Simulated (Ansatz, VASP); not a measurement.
# ZnSe (Stilleite) in two plane-wave programs

Wanted: the spread between two codes on one cell, functional and k mesh.

Main program and level: Ansatz 0.2.0; plane waves, with VASP 6.6.1 beside it; band structure at PBE0.

**1. Set-up**

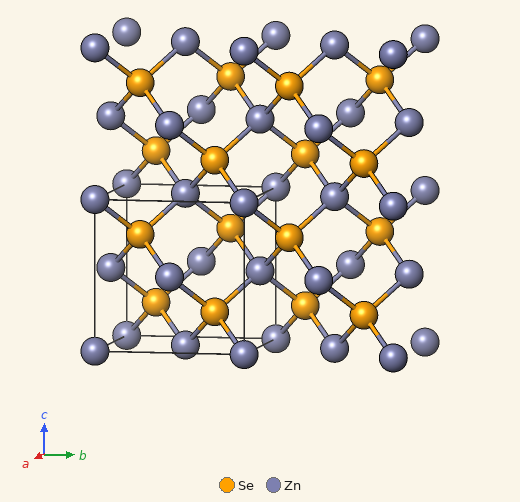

The cell as given, slightly off an axis (selenium orange, zinc blue). 1×2×2 cells are drawn. This picture shows the conventional cell, with its axes. Bonds to atoms that aren't drawn are left out. Some periodic images of atoms are drawn too.

As a file:

```xyz
2
Lattice="0.0000 2.8338 2.8338 2.8338 0.0000 2.8338 2.8338 2.8338 0.0000" Properties=species:S:1:pos:R:3 pbc="T T T"
Se    4.2507    4.2507    4.2507
Zn    0.0000    0.0000    0.0000
```

**2. VASP: band structure, PBE0**

The same path points are solved in both programs, so levels can be compared one by one.

Lines of VASP's logs that name or quote its potential files are left out, and so is its time.

File INCAR:

```
SYSTEM = ZnSe
PREC = Accurate
ENCUT = 350
EDIFF = 1E-06
NELM = 100
ISMEAR = 0
SIGMA = 0.03
LREAL = .FALSE.
ALGO = Normal
LHFCALC = .TRUE.
AEXX = 0.25
GGA = PE
LASPH = .TRUE.
NBANDS = 15
PRECFOCK = Fast
HFRCUT = -1
LORBIT = 11
LWAVE = .FALSE.
LCHARG = .FALSE.
KPAR = 4
```

File POSCAR:

```
ZnSe
1.0
    0.0000000000      2.8338000000      2.8338000000
    2.8338000000      0.0000000000      2.8338000000
    2.8338000000      2.8338000000      0.0000000000
Se Zn
1 1
Direct
    0.7500000000      0.7500000000      0.7500000000
    0.0000000000      0.0000000000      0.0000000000
```

File KPOINTS:

```
Automatic mesh
0
Gamma
5 5 5
0 0 0
```

File KPOINTS_OPT:

```
Line mode
10
Line-mode
Reciprocal
  0.00000000   0.00000000   0.00000000 GAMMA
  0.50000000   0.00000000   0.50000000 X

  0.50000000   0.00000000   0.50000000 X
  0.50000000   0.25000000   0.75000000 W

  0.50000000   0.25000000   0.75000000 W
  0.37500000   0.37500000   0.75000000 K

  0.37500000   0.37500000   0.75000000 K
  0.00000000   0.00000000   0.00000000 GAMMA

  0.00000000   0.00000000   0.00000000 GAMMA
  0.50000000   0.50000000   0.50000000 L

  0.50000000   0.50000000   0.50000000 L
  0.62500000   0.25000000   0.62500000 U

  0.62500000   0.25000000   0.62500000 U
  0.50000000   0.25000000   0.75000000 W

  0.50000000   0.25000000   0.75000000 W
  0.50000000   0.50000000   0.50000000 L

  0.50000000   0.50000000   0.50000000 L
  0.37500000   0.37500000   0.75000000 K

  0.62500000   0.25000000   0.62500000 U
  0.50000000   0.00000000   0.50000000 X
```

The projector-augmented-wave data sets are Se and Zn (PBE family, release 64).

Command:

```sh
> mpirun -np 4 vasp_std
```

Numbers of over 12 decimals in the logs are rounded to 6 here.

The log of the run:

```text
[banner, memory and clock lines left out]
running    4 mpi-ranks, on    1 nodes
 distrk:  each k-point on    1 cores,    4 groups
 distr:  one band on    1 cores,    1 groups

 POSCAR found type information on POSCAR SeZn
 POSCAR found :  2 types and       2 ions
 LDA part: xc-table for (Slater+PW92), standard interpolation
 found WAVECAR, reading the header
 POSCAR, INCAR and KPOINTS ok, starting setup
 FFT: planning ... GRIDC
 FFT: planning ... GRID_SOFT
 FFT: planning ... GRID
 HFRCUT set to (new)   11.074386
 reading WAVECAR
 the WAVECAR file was read successfully
 initial charge from wavefunction
 entering main loop
       N       E                     dE             d eps       ncg     rms          rms(c)
DAV:   1    -0.798431006914E+01   -0.79843E+01   -0.12250E+00   402   0.288E+01    0.261E+00
DAV:   2    -0.795009887694E+01    0.34211E-01   -0.23954E-01   342   0.965E+00    0.138E+00
DAV:   3    -0.794827846220E+01    0.18204E-02   -0.30957E-02   370   0.299E+00    0.842E-01
DAV:   4    -0.794740461768E+01    0.87384E-03   -0.27609E-03   300   0.623E-01    0.506E-01
DAV:   5    -0.794714903343E+01    0.25558E-03   -0.60739E-04   383   0.267E-01    0.297E-01
DAV:   6    -0.794710685961E+01    0.42174E-04   -0.13540E-04   321   0.909E-02    0.167E-01
DAV:   7    -0.794708515851E+01    0.21701E-04   -0.13925E-05   342   0.394E-02    0.919E-02
DAV:   8    -0.794707695070E+01    0.82078E-05   -0.45726E-06   328   0.163E-02    0.481E-02
DAV:   9    -0.794707453497E+01    0.24157E-05   -0.17244E-06   335   0.871E-03    0.247E-02
DAV:  10    -0.794707385248E+01    0.68249E-06   -0.54094E-07   234   0.555E-03
   1 F= -.79470739E+01 E0= -.79470739E+01  d E =-.106006E-13
 Start KPOINTS_OPT (optional k-point list driver)
k-point batch [1-10\100]
       N       E                     dE             ncg
DAV:   1    -0.159760666878E+02   -0.25456E+04      300
DAV:   2    -0.101008321198E+04   -0.99411E+03      307
DAV:   3    -0.107721860488E+04   -0.67135E+02      363
DAV:   4    -0.107819679199E+04   -0.97819E+00      384
DAV:   5    -0.107820288248E+04   -0.60905E-02      398
DAV:   6    -0.107820292285E+04   -0.40367E-04      377
DAV:   7    -0.107820292326E+04   -0.41239E-06      297
[...]
k-point batch [91-100\100]
       N       E                     dE             ncg
DAV:   1    -0.138778153556E+03   -0.55374E+04      300
DAV:   2    -0.109486134251E+04   -0.95608E+03      342
DAV:   3    -0.115077919426E+04   -0.55918E+02      370
DAV:   4    -0.115152616223E+04   -0.74697E+00      384
DAV:   5    -0.115153091022E+04   -0.47480E-02      398
DAV:   6    -0.115153094242E+04   -0.32201E-04      391
DAV:   7    -0.115153094272E+04   -0.30143E-06      318
```

Parts of OUTCAR (step 2):

```text
ion  position               nearest neighbor table
   1  0.750  0.750  0.750-   2 2.45   2 2.45   2 2.45   2 2.45
   2  0.000  0.000  0.000-   1 2.45   1 2.45   1 2.45   1 2.45

  LATTYP: Found a face centered cubic cell.
 ALAT       =     5.6676000000

 Subroutine GETGRP returns: Found 24 space group operations
 (whereof 24 operations were pure point group operations)

The static configuration has the point symmetry T_d .

 Found     10 irreducible k-points:

   k-points           NKPTS =     10   k-points in BZ     NKDIM =    125   number of bands    NBANDS=     15

   dimension x,y,z NGX =    24 NGY =   24 NGZ =   24
   dimension x,y,z NGXF=    48 NGYF=   48 NGZF=   48

   ENCUT  =  350.0 eV  25.72 Ry    5.07 a.u.   6.11  6.11  6.11*2*pi/ulx,y,z

   NELECT =      18.0000    total number of electrons

 k-points in reciprocal lattice and weights: Automatic mesh
   0.00000000  0.00000000  0.00000000       0.008
   0.20000000  0.00000000  0.00000000       0.064
   0.40000000  0.00000000  0.00000000       0.064
   0.20000000  0.20000000  0.00000000       0.048
   0.40000000  0.20000000  0.00000000       0.192
  -0.40000000  0.20000000  0.00000000       0.192
  -0.20000000  0.20000000  0.00000000       0.096
   0.40000000  0.40000000  0.00000000       0.048
  -0.40000000  0.40000000  0.00000000       0.096
  -0.40000000  0.40000000  0.20000000       0.192

  exchange ACFDT corr.  =         0.00000000  see jH, gK, PRB 81, 115126

 average (electrostatic) potential at core
       1 -51.8243       2 -29.1711

 E-fermi :   0.7537

 k-point     1 :       0.0000    0.0000    0.0000
  band No.  band energies     occupation
    ...
      5      -7.2890      2.00000
      6      -7.2890      2.00000
      7       0.6056      2.00000
      8       0.6056      2.00000
      9       0.6056      2.00000
     10       3.6633      0.00000
     11       8.2631      0.00000
     12       8.2631      0.00000
     13       8.2631      0.00000
     14      12.5967      0.00000
    ...

 k-point     2 :       0.2000    0.0000    0.0000
  band No.  band energies     occupation
    ...
      5      -7.2907      2.00000
      6      -7.2907      2.00000
      7      -1.8945      2.00000
      8       0.2463      2.00000
      9       0.2463      2.00000
     10       5.0844      0.00000
     11       8.5435      0.00000
     12       8.8100      0.00000
     13       8.8100      0.00000
     14      12.8859      0.00000
    ...

 k-point     3 :       0.4000    0.0000    0.0000
  band No.  band energies     occupation
    ...
      5      -7.2796      2.00000
      6      -7.2417      2.00000
      7      -4.5343      2.00000
      8      -0.2484      2.00000
      9      -0.2483      2.00000
     10       4.9979      0.00000
     11       8.8802      0.00000
     12       8.8802      0.00000
     13      10.7663      0.00000
     14      13.1173      0.00000
    ...

  energy-cutoff  :      350.00
  volume of cell :       45.51
      direct lattice vectors                 reciprocal lattice vectors
     0.000000000  2.833800000  2.833800000    -0.176441527  0.176441527  0.176441527
     2.833800000  0.000000000  2.833800000     0.176441527 -0.176441527  0.176441527
     2.833800000  2.833800000  0.000000000     0.176441527  0.176441527 -0.176441527

 POSITION                                       TOTAL-FORCE (eV/Angst)
 -----------------------------------------------------------------------------------
      4.25070      4.25070      4.25070        -0.000000     -0.000000     -0.000000
      0.00000      0.00000      0.00000         0.000000      0.000000      0.000000
 -----------------------------------------------------------------------------------
    total drift:                               -0.000129     -0.000080     -0.000080

  FREE ENERGIE OF THE ION-ELECTRON SYSTEM (eV)
  ---------------------------------------------------
  free  energy   TOTEN  =        -7.9470738525 eV

  energy  without entropy=       -7.9470738525  energy(sigma->0) =       -7.94707385

 total charge
# of ion       s       p       d       tot
------------------------------------------
    1        1.440   2.498   0.027   3.964
    2        0.494   0.442   9.818  10.755
--------------------------------------------------
tot          1.934   2.940   9.845  14.719

[... 3 further parts left out ...]
```

(Part 1 of 2 ends here.)

[Lines on the potential files, build, host, timing and source positions are cut from VASP's logs without a mark.]

[Logs are printed without paths, hosts, clocks, repeated set-up lines and the standing remarks that a program may print on its own settings, such as how far it seeks lower states.]

[Hosts, paths, dates, database ids (printed as entryN), source tags and the programs' standing remarks are cut or masked in the printed files.]
